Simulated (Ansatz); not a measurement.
The starting structures come from a database of crystals and need not be the phases stable at ambient conditions.

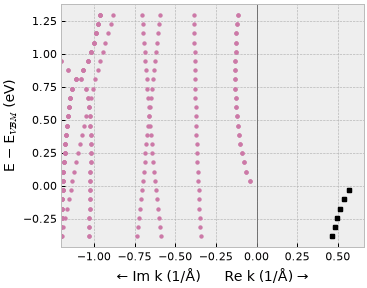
Fig. 1. Complex bands at the centre of the two-dimensional zone; Ansatz (an electronic-structure program) with PBEsol

The gap is the functional's own, uncorrected, and κ follows it; spin-orbit coupling is left out. Mid-gap values are interpolated between the computed energies.

This is Rb2PtC2 (P-3m1, not sure to be the ambient phase, 5 atoms a cell, 26.3 Å³ an atom) along the normal of (001). Read off the slowest decay at the centre of the two-dimensional zone at 0.53 eV, the computed energy nearest the middle of the gap.

κ ≈ 0.12 1/Å, a decay length 1/(2κ) of the density of 4.1 Å.
